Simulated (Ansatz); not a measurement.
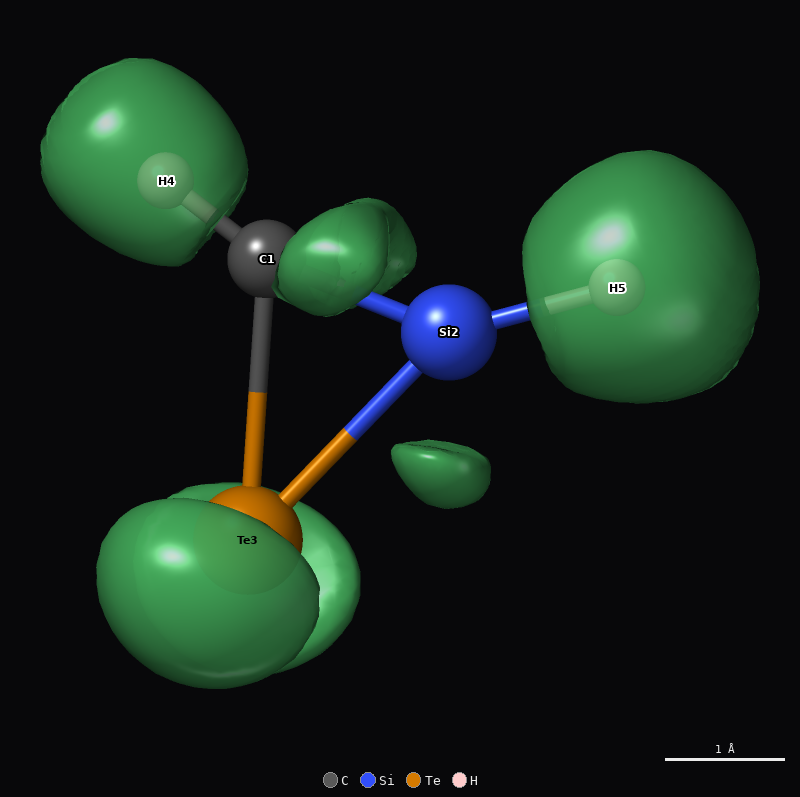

Figure. CH2SiTe (SMILES C1=[SiH][Te]1). Isosurface of the electron localisation function at 0.85 (green), seen across its widest extent. Only the valence region is drawn (cores and ρ < 0.01 e/Å³ removed).

Core potentials replace the inner electrons of Te.

These are results of Ansatz, RKS B3LYP/def2-SVP, not measurements.

```xyz
5

C    -0.7346   -0.3787   -0.2672
Si    0.4947    0.6936    0.0863
Te    0.9992   -1.6027    0.8145
H    -1.6604   -0.8289   -0.6100
H     0.9011    2.1166   -0.0236
```

Question: Describe the localisation domains.

Answer: The surface consists of one region between bonded C–Si atoms (shared pairs), two regions around hydrogen nuclei, one lobe on Si, pointing away from the bonds (lone pairs) and two lobes on Te, pointing away from the bonds (lone pairs).

Values along the shortest contacts:
C–Si (1.67 Å): the ELF peaks at about 0.85 between the atoms, as expected for localised, covalent bonding. C–Te (2.38 Å): the ELF peaks at about 0.75 in the valence shell of C, 0.8 Å from its nucleus, and drops to about 0.20 between the two atoms.
